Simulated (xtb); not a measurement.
## GeBrCl: frequency calculation

System: GeBrCl.
Method: GFN2-xTB (xtb 6.7.1 later snapshot).

The geometry was optimised with GFN2-xTB.

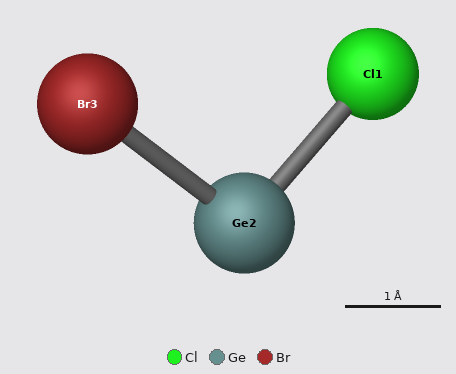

**Figure 1.** The structure as given in the input (ball-and-stick view, seen at a tilt; atoms are numbered from 1 in the order of the input). Sticks mark near contacts. Bond lengths as drawn: Br–Ge 2.36 Å and Cl–Ge 2.16 Å.

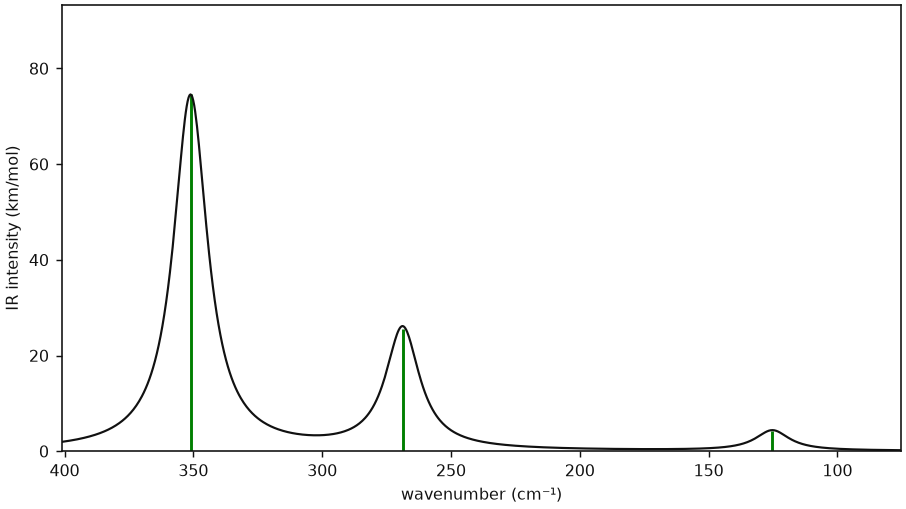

**Figure 2.** Harmonic infrared spectrum, unscaled: sticks (degenerate modes added up, dark ones marked on the axis) with a Lorentzian envelope of 16 cm⁻¹ full width, scaled to the tallest stick. 3 modes from 125 to 351 cm⁻¹, none imaginary. The strongest line is at 351 cm⁻¹ (75 km/mol). All modes, in cm⁻¹ (km/mol): 125 (4.3), 269 (26), 351 (75).

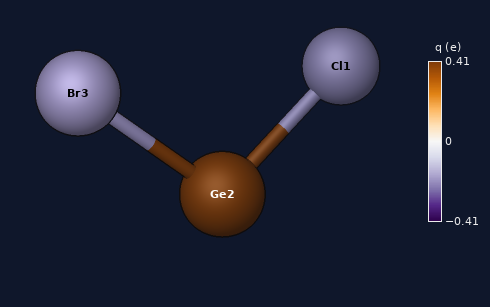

**Figure 3.** Mulliken charges, as the colour of each atom (ball-and-stick view, seen at a tilt; atoms are numbered from 1 in the order of the input). By element: Cl −0.20, Ge +0.40 and Br −0.20 e.

These pictures come from the run below.

### Input (input.xyz)
```
3

Cl     0.40966     1.64439     0.39439
Ge    -0.84761     0.10834    -0.44890
Br     0.42705    -1.81743     0.04132
```

### File detailed.inp
```
$chrg 0
$spin 0
$hess
   sccacc=0.05
$end
```

Launch command:
```bash
xtb input.xyz --hess --gfn2 --input detailed.inp --parallel 1 > out.txt
```

### Output
```
* xtb version 6.7.1
   ID    Z sym.   atoms
    1   17 Cl     1
    2   32 Ge     2
    3   35 Br     3

           -------------------------------------------------
          |                Calculation Setup                |
           -------------------------------------------------

          program call               : xtb input.xyz --hess --gfn2 --input detailed.inp --parallel 1
          coordinate file            : input.xyz
          omp threads                :                     1

           -------------------------------------------------
          |                 G F N 2 - x T B                 |
           -------------------------------------------------

      * Hamiltonian:
        H0-scaling (s, p, d)           1.850000    2.230000    2.230000
        zeta-weighting                 0.500000
      * Dispersion:
        s8                             2.700000
        a1                             0.520000
        a2                             5.000000
        s9                             5.000000
      * Repulsion:
        kExp                           1.500000    1.000000
        rExp                           1.000000
      * Coulomb:
        alpha                          2.000000
        third order                    shell-resolved
        anisotropic                    true
        a3                             3.000000
        a5                             4.000000
        cn-shift                       1.200000
        cn-exp                         4.000000
        max-rad                        5.000000

          ...................................................
          :                      SETUP                      :
          :.................................................:
          :  # basis functions                  30          :
          :  # atomic orbitals                  27          :
          :  # shells                            9          :
          :  # electrons                        18          :
          :  max. iterations                   250          :
          :  Hamiltonian                  GFN2-xTB          :
          :  restarted?                      false          :
          :  GBSA solvation                  false          :
          :  PC potential                    false          :
          :  electronic temp.          300.0000000     K    :
          :  accuracy                    1.0000000          :
          :  -> integral cutoff          0.2500000E+02      :
          :  -> integral neglect         0.1000000E-07      :
          :  -> SCF convergence          0.1000000E-05 Eh   :
          :  -> wf. convergence          0.1000000E-03 e    :
          :  Broyden damping             0.4000000          :
          :  net charge                          0          :
          :  unpaired electrons                  0          :
          ...................................................

 iter      E             dE          RMSdq      gap      omega  full diag
   1    -10.3438525 -0.103439E+02  0.281E+01    1.55       0.0  T
   2    -10.3871083 -0.432558E-01  0.195E+01    5.10       1.0  T
   3    -10.7061778 -0.319070E+00  0.104E+01    3.29       1.0  T
   4    -10.3645287  0.341649E+00  0.195E+01    1.58       1.0  T
   5    -10.6957936 -0.331265E+00  0.288E+00    3.84       1.0  T
   6    -10.7042890 -0.849543E-02  0.163E+00    3.70       1.0  T
   7    -10.7088209 -0.453196E-02  0.755E-01    3.54       1.0  T
   8    -10.7089579 -0.136939E-03  0.644E-01    3.41       1.0  T
   9    -10.7093933 -0.435424E-03  0.290E-01    3.46       1.0  T
  10    -10.7095002 -0.106876E-03  0.156E-01    3.47       1.0  T
  11    -10.7095398 -0.396111E-04  0.921E-02    3.52       1.0  T
  12    -10.7095459 -0.609826E-05  0.451E-02    3.51       1.3  T
  13    -10.7095493 -0.345001E-05  0.235E-02    3.51       2.5  T
  14    -10.7095498 -0.448321E-06  0.969E-03    3.51       6.0  T
  15    -10.7095500 -0.198354E-06  0.476E-03    3.51      12.1  T
  16    -10.7095500 -0.117786E-07  0.224E-03    3.50      25.8  T
  17    -10.7095500 -0.664837E-08  0.140E-03    3.50      41.1  T
  18    -10.7095500 -0.458527E-08  0.183E-04    3.50     315.2  T
  19    -10.7095500 -0.166267E-11  0.645E-05    3.50     895.1  T

   *** convergence criteria satisfied after 19 iterations ***

         #    Occupation            Energy/Eh            Energy/eV
      -------------------------------------------------------------
         1        2.0000           -1.0679444             -29.0602
       ...           ...                  ...                  ...
         3        2.0000           -0.6690887             -18.2068
         4        2.0000           -0.4732295             -12.8772
         5        2.0000           -0.4631065             -12.6018
         6        2.0000           -0.4608149             -12.5394
         7        2.0000           -0.4311736             -11.7328
         8        2.0000           -0.4276628             -11.6373
         9        2.0000           -0.4218002             -11.4778 (HOMO)
        10                         -0.2930067              -7.9731 (LUMO)
        11                         -0.1973834              -5.3711
        12                         -0.1813223              -4.9340
        13                         -0.0206503              -0.5619
        14                         -0.0042637              -0.1160
       ...                                ...                  ...
        27                          1.2000760              32.6557
      -------------------------------------------------------------
                  HL-Gap            0.1287935 Eh            3.5046 eV
             Fermi-level           -0.3574034 Eh           -9.7254 eV

 SCC (total)                   0 d,  0 h,  0 min,  0.005 sec
 SCC setup                      ...        0 min,  0.000 sec (  1.309%)
 Dispersion                     ...        0 min,  0.000 sec (  0.405%)
 classical contributions        ...        0 min,  0.000 sec (  0.102%)
 integral evaluation            ...        0 min,  0.001 sec ( 12.602%)
 iterations                     ...        0 min,  0.003 sec ( 68.176%)
 molecular gradient             ...        0 min,  0.001 sec ( 15.995%)
 printout                       ...        0 min,  0.000 sec (  1.095%)

         :::::::::::::::::::::::::::::::::::::::::::::::::::::
         ::                     SUMMARY                     ::
         :::::::::::::::::::::::::::::::::::::::::::::::::::::
         :: total energy             -10.705402782874 Eh    ::
         :: gradient norm              0.000078356227 Eh/a0 ::
         :: HOMO-LUMO gap              3.504648216097 eV    ::
         ::.................................................::
         :: SCC energy               -10.709549968932 Eh    ::
         :: -> isotropic ES           -0.013185081864 Eh    ::
         :: -> anisotropic ES         -0.000006858820 Eh    ::
         :: -> anisotropic XC         -0.016350466762 Eh    ::
         :: -> dispersion             -0.002528994566 Eh    ::
         :: repulsion energy           0.004147186058 Eh    ::
         :: add. restraining           0.000000000000 Eh    ::
         :: total charge              -0.000000000000 e     ::
         :::::::::::::::::::::::::::::::::::::::::::::::::::::

           -------------------------------------------------
          |                Numerical Hessian                |
           -------------------------------------------------
step length          :   0.00500
SCC accuracy         :   0.05000
Hessian scale factor :   1.00000
frozen atoms in %    :   0.00000    0
RMS gradient         :   0.00008
estimated CPU  time      0.00 min

writing file <hessian>, containing the non-mass-weighted Hessian matrix in atomic units (Eₕ/Bohr²).

 projected vibrational frequencies (cm⁻¹)
eigval :       -0.00    -0.00    -0.00     0.00     0.00     0.00
eigval :      125.23   268.78   351.09
           -------------------------------------------------
          |                Property Printout                |
           -------------------------------------------------

    * Orbital Energies and Occupations

         #    Occupation            Energy/Eh            Energy/eV
      -------------------------------------------------------------
         1        2.0000           -1.0679444             -29.0602
         2        2.0000           -0.8360346             -22.7497
         3        2.0000           -0.6690884             -18.2068
         4        2.0000           -0.4732295             -12.8772
         5        2.0000           -0.4631065             -12.6018
         6        2.0000           -0.4608148             -12.5394
         7        2.0000           -0.4311738             -11.7328
         8        2.0000           -0.4276628             -11.6373
         9        2.0000           -0.4218003             -11.4778 (HOMO)
        10                         -0.2930066              -7.9731 (LUMO)
        11                         -0.1973833              -5.3711
        12                         -0.1813221              -4.9340
        13                         -0.0206501              -0.5619
        14                         -0.0042636              -0.1160
        15                          0.0034474               0.0938
        16                          0.0059783               0.1627
        17                          0.0072253               0.1966
        18                          0.0121515               0.3307
        19                          0.0224770               0.6116
        20                          0.0257175               0.6998
       ...                                ...                  ...
        27                          1.2000762              32.6557
      -------------------------------------------------------------
                  HL-Gap            0.1287937 Eh            3.5047 eV
             Fermi-level           -0.3574034 Eh           -9.7254 eV

     #   Z          covCN         q      C6AA      α(0)
     1  17          0.822    -0.198   105.292    15.697
     2  32          1.649     0.395   246.787    32.862
     3  35          0.843    -0.197   190.298    22.241

 Mol. C6AA /au·bohr⁶  :       1556.121478
 Mol. C8AA /au·bohr⁸  :     105026.871452
 Mol. α(0) /au        :         70.800443

Wiberg/Mayer (AO) data.
largest (>0.10) Wiberg bond orders for each atom

 ---------------------------------------------------------------------------
     #   Z sym  total        # sym  WBO       # sym  WBO       # sym  WBO
 ---------------------------------------------------------------------------
     1  17      1.371 --     2      1.339
     2  32      2.646 --     1      1.339     3      1.307
     3  35      1.339 --     2      1.307
 ---------------------------------------------------------------------------

Topologies differ in total number of bonds
Writing topology from bond orders to xtbtopo.mol

molecular dipole:
                 x           y           z       tot (Debye)
 q only:       -0.945       0.143      -0.498
   full:       -1.600       1.527      -0.709       5.902
molecular quadrupole (traceless):
                xx          xy          yy          xz          yz          zz
 q only:        2.790      -0.089      -4.691       0.615      -0.711       1.900
  q+dip:        5.736       4.365     -10.970       1.096       0.742       5.234
   full:        5.358       4.248     -12.329      -0.589       0.253       6.971

           -------------------------------------------------
          |               Frequency Printout                |
           -------------------------------------------------
 projected vibrational frequencies (cm⁻¹)
eigval :       -0.00    -0.00    -0.00     0.00     0.00     0.00
eigval :      125.23   268.78   351.09
 reduced masses (amu)
    1:     59.28    2:     61.17    3:     41.03    4:     71.18    5:     54.42    6:     64.89
    7:     46.82    8:     74.08    9:     43.12
Molecule has the following symmetry elements: (sigma)
It seems to be the Cs point group
 IR intensities (km·mol⁻¹)
    1:      0.60    2:      3.75    3:      3.41    4:      2.11    5:      1.62    6:      1.92
    7:      4.25    8:     25.53    9:     74.57
 Raman intensities (Ä⁴*amu⁻¹)
    1:      0.00    2:      0.00    3:      0.00    4:      0.00    5:      0.00    6:      0.00
    7:      0.00    8:      0.00    9:      0.00
 output can be read by thermo (or use thermo option).
 writing <g98.out> molden fake output.
 recommended (thermochemical) frequency scaling factor: 1.0
           -------------------------------------------------
          |             Thermodynamic Functions             |
           -------------------------------------------------

cs  symmetry found (for desy threshold:  0.10E+00) used in thermo

          ...................................................
          :                      SETUP                      :
          :.................................................:
          :  # frequencies                           3      :
          :  # imaginary freq.                       0      :
          :  linear?                             false      :
          :  only rotor calc.                    false      :
          :  symmetry                               cs      :
          :  rotational number                       1      :
          :  scaling factor                  1.0000000      :
          :  rotor cutoff                   50.0000000 cm⁻¹ :
          :  imag. cutoff                  -20.0000000 cm⁻¹ :
          :.................................................:

    mode    ω/cm⁻¹     T·S(HO)/kcal·mol⁻¹    T·S(FR)/kcal·mol⁻¹   T·S(vib)
   ------------------------------------------------------------------------
       1    125.23    -0.89981 ( 97.52%)    -0.78441 (  2.48%)    -0.89695
       2    268.78    -0.47825 ( 99.88%)    -0.55825 (  0.12%)    -0.47834
   ------------------------------------------------------------------------

   temp. (K)  partition function   enthalpy   heat capacity  entropy
                                   cal/mol     cal/K/mol   cal/K/mol   J/K/mol
 298.15  VIB   3.72                  946.407      5.207      5.774
         ROT  0.259E+06              888.727      2.981     27.748
         INT  0.961E+06             1835.134      8.188     33.522
         TR   0.789E+26             1481.212      4.968     41.599
         TOT                        3316.3465    13.1560    75.1212   314.3072

       T/K    H(0)-H(T)+PV         H(T)/Eh          T*S/Eh         G(T)/Eh
   ------------------------------------------------------------------------
    298.15    0.528493E-02    0.698239E-02    0.356925E-01   -0.287101E-01
   ------------------------------------------------------------------------

         :::::::::::::::::::::::::::::::::::::::::::::::::::::
         ::                  THERMODYNAMIC                  ::
         :::::::::::::::::::::::::::::::::::::::::::::::::::::
         :: total free energy         -10.734112917067 Eh   ::
         ::.................................................::
         :: total energy              -10.705402782881 Eh   ::
         :: zero point energy           0.001697453039 Eh   ::
         :: G(RRHO) w/o ZPVE           -0.030407587226 Eh   ::
         :: G(RRHO) contrib.           -0.028710134187 Eh   ::
         :::::::::::::::::::::::::::::::::::::::::::::::::::::

           -------------------------------------------------
          | TOTAL ENERGY              -10.705402782881 Eh   |
          | TOTAL ENTHALPY            -10.698420395243 Eh   |
          | TOTAL FREE ENERGY         -10.734112917067 Eh   |
          | GRADIENT NORM               0.000078091432 Eh/α |
          | HOMO-LUMO GAP               3.504654842947 eV   |
           -------------------------------------------------

------------------------------------------------------------------------
------------------------------------------------------------------------
 total:
 *  cpu-time:     0 d,  0 h,  0 min,  0.064 sec
 * ratio c/w:     1.000 speedup
 SCF:
 *  cpu-time:     0 d,  0 h,  0 min,  0.005 sec
 * ratio c/w:     0.999 speedup
 analytical hessian:
 *  cpu-time:     0 d,  0 h,  0 min,  0.051 sec
 * ratio c/w:     1.000 speedup
```

### File vibspectrum
```
$vibrational spectrum
#  mode     symmetry     wave number   IR intensity    selection rules
#                         cm**(-1)      (km*mol⁻¹)        IR
     1                      -0.00         0.00000          -
     2                      -0.00         0.00000          -
     3                      -0.00         0.00000          -
     4                       0.00         0.00000          -
     5                       0.00         0.00000          -
     6                       0.00         0.00000          -
     7        a            125.23         4.25350         YES
     8        a            268.78        25.53419         YES
     9        a            351.09        74.57497         YES
$end
```

### Standard error
```
normal termination of xtb
```

### Key numbers

| quantity | value |
| --- | --- |
| outcome | converged |
| electrons treated | 18 |
| total energy | −10.705403 hartree |
| dispersion energy | −0.002529 hartree |
| basis functions | 30 |
| HOMO | −11.48 eV |
| LUMO | −7.97 eV |
| zero-point energy | 0.001697 hartree |
| dipole moment | 5.90 D |
| wavenumbers, lowest and highest | 125 and 351 cm⁻¹ |
| hardware | 1 thread of Arm Neoverse V1, 24 GiB of memory available, shared host |
| peak memory | 0.073 GiB |

Settings chosen away from the usual ones: method = gfn2-xtb; task = frequencies; x = {"hess_scc_accuracy": 0.05}; geo = {"prev": "A"}.
